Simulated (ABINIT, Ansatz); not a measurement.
# A GW chain in ABINIT: CsLiMoO4 (F-43m)

Aim: the G0W0 gap of CsLiMoO4 (F-43m) on LDA, step by step.

Method: LDA and many-body steps on it, plane waves, in ABINIT 10.8.3.

**1. The starting structure**

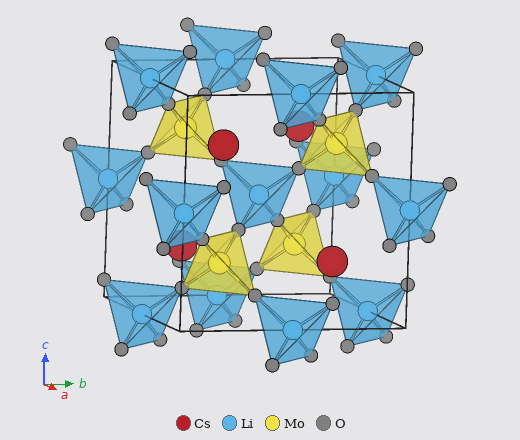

Start, viewed slightly off an axis; caesium red, lithium blue, molybdenum yellow, oxygen grey. This picture shows the conventional cell, with its axes. Some periodic images of atoms are drawn too.

The cell and positions are those that the Materials Project relaxed with its own functionals (PBE, PBE+U or r2SCAN), kept fixed. Spin-orbit coupling is left out unless a step names it.

**2. Ground state**

This step: ABINIT 10.8.3; DFT, LDA, plane waves, norm-conserving pseudopotentials.

The ground-state density comes first.

run.abi

```
acell 3*1.0 Angstrom
rprim 
  0.000000000000 4.196030970000 4.196030970000
  4.196030970000 -0.000000000000 4.196030970000
  4.196030970000 4.196030970000 0.000000000000
ntypat 4
znucl 55 3 42 8
natom 7
typat 1 2 3 4 4 4 4
xred 
  0.750000000000 0.750000000000 0.750000000000
  0.500000000000 0.500000000000 0.500000000000
  0.250000000000 0.250000000000 0.250000000000
  0.886367480000 0.371210840000 0.371210840000
  0.371210840000 0.371210840000 0.886367480000
  0.371210840000 0.886367480000 0.371210840000
  0.371210840000 0.371210840000 0.371210840000
pp_dirpath "pseudos"
pseudos "Cs.upf, Li.upf, Mo.upf, O.upf"
ecut 36
ngkpt 4 4 4
nshiftk 1
shiftk 0 0 0
kptopt 1
chksymbreak 0
nband 32
occopt 1
tolvrs 1e-10
nstep 60
prtwf 0
optforces 0
optstress 0
indata_prefix "in"
outdata_prefix "out"
tmpdata_prefix "tmp"
```

Started as:

```sh
OMP_NUM_THREADS=1 mpirun -n 4 abinit run.abi > log
```

Numbers of over 12 decimals in the logs are rounded to 6 here.

The log of the run:

```text
.Version 10.8.3 of ABINIT. v10.8.2 released Aug 2026.

 Symmetries : space group F-4 3 m (#216); Bravais cF (face-center cubic)
================================================================================
 Values of the parameters that define the memory need of the present run
     intxc =       0    ionmov =       0      iscf =       7    lmnmax =       8
     lnmax =       8     mgfft =      64  mpssoang =       4    mqgrid =    3001
     natom =       7  nloc_mem =       1    nspden =       1   nspinor =       1
    nsppol =       1      nsym =      24    n1xccc =    2501    ntypat =       4
    occopt =       1   xclevel =       1
-    mband =          32        mffmem =           1         mkmem =           2
       mpw =       10301          nfft =      262144          nkpt =           8
================================================================================
  Rough estimation (10% accuracy) of disk space for files :
================================================================================

--------------------------------------------------------------------------------
------------- Echo of variables that govern the present computation ------------
--------------------------------------------------------------------------------
 -outvars: echo values of preprocessed input variables --------
            acell      1.8897261259E+00  1.8897261259E+00  1.8897261259E+00 Bohr

      chksymbreak           0
             ecut      3.60000000E+01 Hartree
-          fftalg         312

              ixc       -1012
              kpt      0.00000000E+00  0.00000000E+00  0.00000000E+00
                       2.50000000E-01  0.00000000E+00  0.00000000E+00
                       5.00000000E-01  0.00000000E+00  0.00000000E+00
                       2.50000000E-01  2.50000000E-01  0.00000000E+00
                       5.00000000E-01  2.50000000E-01  0.00000000E+00
                      -2.50000000E-01  2.50000000E-01  0.00000000E+00
                       5.00000000E-01  5.00000000E-01  0.00000000E+00
                      -2.50000000E-01  5.00000000E-01  2.50000000E-01
         kptrlatt        4    0    0      0    4    0      0    0    4
          kptrlen      4.48551736E+01
P           mkmem           2
            natom           7
            nband          32
            ngfft          64      64      64
             nkpt           8
            nstep          60
             nsym          24
           ntypat           4
              occ      2.000000  2.000000  2.000000  2.000000  2.000000  2.000000
                       2.000000  2.000000  2.000000  2.000000  2.000000  2.000000
                       2.000000  2.000000  2.000000  2.000000  2.000000  2.000000
                       2.000000  2.000000  2.000000  2.000000  2.000000  2.000000
                       2.000000  0.000000  0.000000  0.000000  0.000000  0.000000
                       0.000000  0.000000
        optforces           0
        optstress           0
            prtwf           0
            rprim      0.0000000000E+00  4.1960309700E+00  4.1960309700E+00
                       4.1960309700E+00 -0.0000000000E+00  4.1960309700E+00
                       4.1960309700E+00  4.1960309700E+00  0.0000000000E+00
          spgroup         216

           tolvrs      1.00000000E-10

             xred      7.5000000000E-01  7.5000000000E-01  7.5000000000E-01
                       5.0000000000E-01  5.0000000000E-01  5.0000000000E-01
[...]
znucl       55.00000    3.00000   42.00000    8.00000

================================================================================

 chkinp: Checking input parameters for consistency.

================================================================================
== DATASET  1 ==================================================================
-   mpi_nproc: 4, omp_nthreads: 1 (-1 if OMP is not activated)

--- !DatasetInfo
iteration_state: {dtset: 1, }
dimensions: {natom: 7, nkpt: 8, mband: 32, nsppol: 1, nspinor: 1, nspden: 1, mpw: 10301, }
cutoff_energies: {ecut:  36.0, pawecutdg:  -1.0, }
electrons: {nelect:   5.00000000E+01, charge:   0.00000000E+00, occopt:   1.00000000E+00, tsmear:   1.00000000E-02, }

 Real(R)+Recip(G) space primitive vectors, cartesian coordinates (Bohr,Bohr^-1):
 R(1)=  0.0000000  7.9293493  7.9293493  G(1)= -0.0630569  0.0630569  0.0630569
 R(2)=  7.9293493  0.0000000  7.9293493  G(2)=  0.0630569 -0.0630569  0.0630569
 R(3)=  7.9293493  7.9293493  0.0000000  G(3)=  0.0630569  0.0630569 -0.0630569
 Unit cell volume ucvol=  9.9710904E+02 bohr^3
 Angles (23,13,12)=  6.00000000E+01  6.00000000E+01  6.00000000E+01 degrees

 getcut: wavevector=  0.0000  0.0000  0.0000  ngfft=  64  64  64
         ecut(hartree)=     36.000   => boxcut(ratio)=   2.11306

--- Pseudopotential description ------------------------------------------------
- Cs Generated using ONCVPSP code by D. R. Hamann
- 55.00000   9.00000  201201                  znucl, zion, pspdat
12 -1012 3 -1 2328                            pspcod,pspxc,lmax,lloc,mmax
     nproj     2     2     2     2
  pspatm : epsatm=   21.68725381
         --- l  ekb(1:nproj) -->
[...]
pspatm: atomic psp has been read  and splines computed

- Li Generated using ONCVPSP code by D. R. Hamann
-  3.00000   3.00000  180309                  znucl, zion, pspdat
[...]
nproj     2     2     2     0
  pspatm : epsatm=   15.87300509
         --- l  ekb(1:nproj) -->
[...]
pspatm: atomic psp has been read  and splines computed

- O Generated using ONCVPSP code by D. R. Hamann
-  8.00000   6.00000  201201                  znucl, zion, pspdat
12 -1012 2 -1 926                             pspcod,pspxc,lmax,lloc,mmax
     nproj     2     2     1     0
  pspatm : epsatm=    6.27558587
         --- l  ekb(1:nproj) -->
[...]
2   -1.033686
 pspatm: atomic psp has been read  and splines computed

   3.26383775E+03                                ecore*ucvol(ha*bohr**3)
--------------------------------------------------------------------------------

_setup2: Arith. and geom. avg. npw (full set) are   10288.078   10288.063

================================================================================

--- !BeginCycle
iteration_state: {dtset: 1, }
solver: {iscf: 7, nstep: 60, nline: 4, wfoptalg: 0, }
tolerances: {tolvrs: 1.00E-10, }

     iter   Etot(hartree)      deltaE(h)  residm     vres2
 ETOT  1  -165.95349790789    -1.660E+02 1.156E-01 7.462E+03
 ETOT  2  -162.94349128253     3.010E+00 6.715E-02 2.445E+04
 ETOT  3  -167.08906553121    -4.146E+00 2.682E-02 8.470E+02
 ETOT  4  -167.15769528015    -6.863E-02 1.252E-02 2.270E+02
 ETOT  5  -167.18201629551    -2.432E-02 1.610E-02 2.623E+01
 ETOT  6  -167.18309595307    -1.080E-03 7.751E-03 1.420E+01
 ETOT  7  -167.18473409476    -1.638E-03 3.210E-03 1.979E-01
 ETOT  8  -167.18475357938    -1.948E-05 9.199E-04 4.173E-02
 ETOT  9  -167.18475601533    -2.436E-06 2.431E-04 7.424E-03
 ETOT 10  -167.18475678439    -7.691E-07 4.561E-05 3.977E-04
 ETOT 11  -167.18475681085    -2.646E-08 2.285E-05 5.473E-06
 ETOT 12  -167.18475681130    -4.517E-10 7.655E-06 1.770E-07
 ETOT 13  -167.18475681133    -3.283E-11 1.372E-05 1.004E-08
 ETOT 14  -167.18475681130     3.251E-11 7.378E-06 5.892E-11

 At SCF step   14       vres2   =  5.89E-11 < tolvrs=  1.00E-10 =>converged.

--- !ResultsGS
iteration_state: {dtset: 1, }
comment   : Summary of ground state results
lattice_vectors:
- [  0.0000000,   7.9293493,   7.9293493, ]
- [  7.9293493,  -0.0000000,   7.9293493, ]
- [  7.9293493,   7.9293493,   0.0000000, ]
lattice_lengths: [  11.21379,   11.21379,   11.21379, ]
lattice_angles: [ 60.000,  60.000,  60.000, ] # degrees, (23, 13, 12)
lattice_volume:   9.9710904E+02
convergence: {deltae:  3.251E-11, res2:  5.892E-11, residm:  7.378E-06, diffor:  0.000E+00, }
etotal    :  -1.67184757E+02
entropy   :   0.00000000E+00
fermie    :  -1.82688376E-03
cartesian_stress_tensor: null
pressure_GPa: null
xred      :
- [  7.5000E-01,   7.5000E-01,   7.5000E-01, Cs]
- [  5.0000E-01,   5.0000E-01,   5.0000E-01, Li]
- [  2.5000E-01,   2.5000E-01,   2.5000E-01, Mo]
- [  8.8637E-01,   3.7121E-01,   3.7121E-01,  O]
- [  3.7121E-01,   3.7121E-01,   8.8637E-01,  O]
- [  3.7121E-01,   8.8637E-01,   3.7121E-01,  O]
- [  3.7121E-01,   3.7121E-01,   3.7121E-01,  O]
cartesian_forces: null
force_length_stats: {min: null, max: null, mean: null, }

 Integrated electronic density in atomic spheres:
 ------------------------------------------------
 Atom  Sphere_radius  Integrated_density
[...]
================================================================================

 ----iterations are completed or convergence reached----

 Mean square residual over all n,k,spin=   40.633E-09; max=  73.782E-07
 reduced coordinates (array xred) for    7 atoms
[...]
0.250000000000      0.250000000000      0.250000000000
       0.886367480000      0.371210840000      0.371210840000
       0.371210840000      0.371210840000      0.886367480000
       0.371210840000      0.886367480000      0.371210840000
       0.371210840000      0.371210840000      0.371210840000
 rms dE/dt=  0.0000E+00; max dE/dt=  0.0000E+00; dE/dt below (all hartree)
    1       0.000000000000      0.000000000000      0.000000000000
    2       0.000000000000      0.000000000000      0.000000000000
    3       0.000000000000      0.000000000000      0.000000000000
    4       0.000000000000      0.000000000000      0.000000000000
    5       0.000000000000      0.000000000000      0.000000000000
    6       0.000000000000      0.000000000000      0.000000000000
    7       0.000000000000      0.000000000000      0.000000000000

 cartesian coordinates (angstrom) at end:
    1      6.294046     6.294046     6.294046
    2      4.196031     4.196031     4.196031
    3      2.098015     2.098015     2.098015
    4      3.115224     5.276838     5.276838
    5      5.276838     5.276838     3.115224
    6      5.276838     3.115224     5.276838
    7      3.115224     3.115224     3.115224
 length scales=  1.889726125908  1.889726125908  1.889726125908 bohr
              =  1.000000000000  1.000000000000  1.000000000000 angstroms
 prteigrs : about to open file out_EIG
 Fermi (or HOMO) energy (hartree) =  -0.00183   Average Vxc (hartree)=  -0.30983
 Eigenvalues (hartree) for nkpt=   8  k points:
 kpt#   1, nband= 32, wtk=  0.01563, kpt=  0.0000  0.0000  0.0000 (reduced coord)
  -2.20985   -1.48336   -1.26967   -1.26967   -1.26967   -0.70328   -0.57475   -0.55544
  -0.55544   -0.55544   -0.21704   -0.21704   -0.21704   -0.11699   -0.11699   -0.11357
  -0.11357   -0.11357   -0.08621   -0.04909   -0.04909   -0.04909   -0.00201   -0.00201
  -0.00201    0.16309    0.16832    0.16832    0.24582    0.24582    0.24582    0.28638
 prteigrs : prtvol=0 or 1, do not print more k-points.

--- !EnergyTerms
iteration_state     : {dtset: 1, }
comment             : Components of total free energy in Hartree
kinetic             :  7.62787237096566E+01
hartree             :  6.69604077953762E+01
xc                  : -3.50682595776454E+01
Ewald energy        : -8.04588298896819E+01
psp_core            :  3.27330073517082E+00
local_psp           : -1.95240589047710E+02
non_local_psp       : -2.92951053646682E+00
total_energy        : -1.67184756811300E+02
total_energy_eV     : -4.54932899203269E+03
band_energy         : -2.38190281105586E+01

== END DATASET(S) ==============================================================
================================================================================

 -outvars: echo values of variables after computation  --------
           etotal     -1.6718475681E+02
            nband          32
             nkpt           8
          spgroup         216
 [... the other variables as echoed above ...]

 Calculation completed.
```

The job ended after 44 s (4 MPI ranks of Arm Neoverse V1, shared host; peak memory 0.53 GiB).

This step gave:

```yaml
total_energy: -4549.3290 eV
gap: 4.433 eV
k_of_the_valence_top: 0.5, 0, 0
k_of_the_conduction_bottom: 0.5, 0.5, 0
least_direct_gap: 4.493 eV
```

The gap is indirect, with the least direct gap 0.06 eV higher.

(Part 1 of 3 ends here.)

[Paths, hosts, dates, memory and timing lines, banners, echoed tables and standing remarks are left out of the program output.]

[Logs are printed without paths, hosts, clocks, repeated set-up lines and the standing remarks that a program may print on its own settings, such as how far it seeks lower states.]

[Runs of the session that timed out or met a known fault of the program may be left out.]

[Hosts, paths, dates, database ids (printed as entryN), source tags and the programs' standing remarks are cut or masked in the printed files.]

[G0W0 gaps are taken among the corrected bands and points alone; a level outside them can change the order at an edge.]

[Where Ansatz stands beside ABINIT at settings called matched, ABINIT's density can come from a denser mesh and the files from another edition; pairs whose starting gaps differed by over 0.03 eV were left out, so agreement reads better than it is.]
